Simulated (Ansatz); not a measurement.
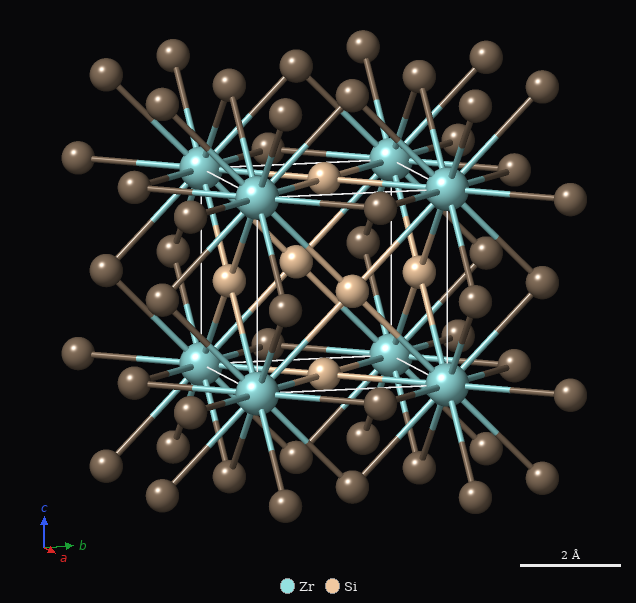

Drawn in the ball-and-stick manner and seen slightly off an axis. One conventional unit cell is framed, with atoms on its boundary repeated. Atoms of adjacent cells appear where they bond to atoms in the box, in fainter colours.

ZrSi3, Cu₃Au (L1₂) type, space group Pm-3m (No. 221), a = 3.990 Å, b = 3.990 Å, c = 3.990 Å, α = 90.00°, β = 90.00°, γ = 90.00°. It goes back to a structure type filled with these elements by a generator (whether the compound takes this form wasn't checked). Earlier steps of the study may have refined or changed the cell and positions. It was the input of a calculation with Ansatz.

This one geometry was computed with Ansatz (DFT, plane waves, PAW) at five levels of theory: PBE with spin-orbit coupling, PBE, PBEsol, r2SCAN and LDA.

### Which level gives the highest pressure at this volume, and what does that say about its equilibrium volume?

Highest: PBE with spin-orbit coupling (0.0 GPa) and PBE (0.0 GPa), which points to the largest equilibrium volume. Lowest, with the smallest volume: LDA (-5.4 GPa). Levels within 0.5 GPa of each other can't be told apart.

### How does the band gap change with the level of theory?

All levels give a metal.

### Collect the results in a table.

| level | cutoff (eV) | k-mesh of the run's cell | gap (eV) | pressure (GPa) |
| --- | --- | --- | --- | --- |
| PBE with spin-orbit coupling | 420 | 8×8×8 | metal | 0.0 |
| PBE | 420 | 8×8×8 | metal | 0.0 |
| PBEsol | 420 | 8×8×8 | metal | -3.5 |
| r2SCAN | 500 | 8×8×8 | metal | -1.6 |
| LDA | 420 | 8×8×8 | metal | -5.4 |

Gaps are taken on the k-mesh or band path of each run.
